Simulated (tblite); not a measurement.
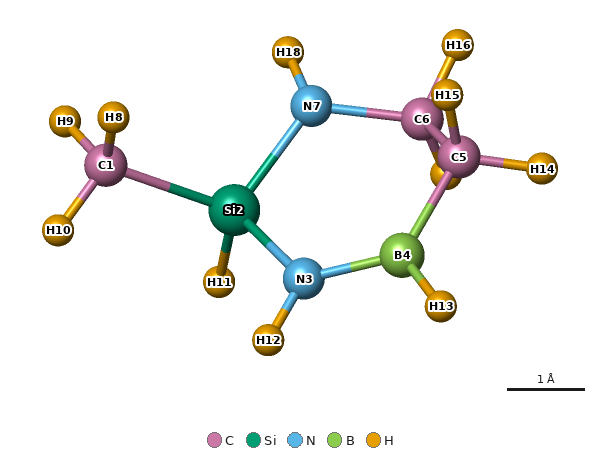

*The input geometry (ball-and-stick view, seen at a tilt; atoms are numbered from 1 in the order of the input).*

**C$_{3}$H$_{11}$BN$_{2}$Si: frequency calculation**

C$_{3}$H$_{11}$BN$_{2}$Si, computed with GFN2-xTB harmonic vibrations, gas phase (tblite 0.8.0).

It belongs to a series of runs on one base structure; here: H on Si replaced by CH3.

Log:
```
mode    cm-1     km/mol
  1      75.3      0.08
  2     103.0      0.06
  3     145.4      1.03
  4     192.5      0.98
  5     200.9      1.80
  6     273.9     10.18
  7     315.5     11.44
  8     389.0     40.21
  9     465.8     50.02
 10     515.1      3.07
 11     622.7     29.66
 12     644.4     72.61
 13     680.6     42.69
 14     710.6     87.05
 15     752.6     77.70
 16     774.6     28.61
 17     797.4     83.13
 18     820.6     11.46
 19     842.9    174.85
 20     847.5     92.15
 21     873.8    170.11
 22     975.0     31.02
 23    1023.3     25.47
 24    1053.7     61.70
 25    1143.5     30.79
 26    1179.7     12.94
 27    1201.3      6.38
 28    1245.9     64.44
 29    1292.6     31.79
 30    1325.3     28.80
 31    1363.3    163.06
 32    1377.0     25.28
 33    1379.8    316.76
 34    1470.1      1.41
 35    1489.7      0.29
 36    1499.9      1.09
 37    1500.4      0.56
 38    2094.1    388.55
 39    2575.5    238.53
 40    2852.9     82.45
 41    2922.7     79.18
 42    2948.9     51.81
 43    2980.2     64.02
 44    3048.1     24.18
 45    3053.2     45.74
 46    3059.0     24.63
 47    3452.8      6.25
 48    3458.2      4.81
```

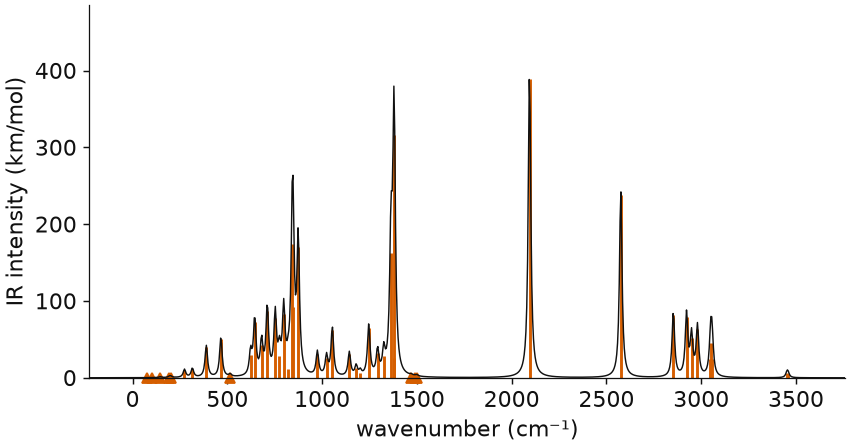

*Harmonic infrared spectrum, unscaled: sticks (degenerate modes added up, dark ones marked on the axis) with a Lorentzian envelope of 16 cm⁻¹ full width, scaled to the tallest stick.*

48 modes from 75 to 3458 cm⁻¹, none imaginary. The strongest line is at 2094 cm⁻¹ (389 km/mol).

This output came from the following input.

Input:
```
{"job": {"kind": "ir", "xc": "GFN2-xTB", "basis": "xTB"}, "charge": 0, "multiplicity": 1}
C      2.565974     0.227861     0.423165
Si     1.098741     0.038265    -0.757491
N      0.014074     1.405520    -0.688678
B     -1.347503     1.355066    -0.405857
C     -2.023971    -0.044949    -0.078522
C     -1.297389    -1.276326    -0.619281
N      0.104116    -1.254811    -0.232188
H      2.251348     0.357593     1.453531
H      3.210888    -0.642822     0.379214
H      3.166232     1.088050     0.146776
H      1.578459    -0.019018    -2.158561
H      0.428196     2.307544    -0.866351
H     -1.975744     2.348724    -0.367523
H     -3.058977    -0.081667    -0.424436
H     -2.066697    -0.130942     1.011463
H     -1.754119    -2.186508    -0.215820
H     -1.404045    -1.307224    -1.713432
H      0.501658    -2.178036    -0.162426
```

The first line tells a small driver script what to run in tblite; the rest is the geometry in Å.

Launched with:
```bash
OMP_NUM_THREADS=1 python <driver script> task.json out
```

Key numbers:

```tsv
quantity	value
outcome	converged
total energy	−569.0062 eV
zero-point energy	91.5070 kcal/mol
hardware	1 CPU thread, shared host
wall time	1.1 s
peak memory	0.18 GiB
```
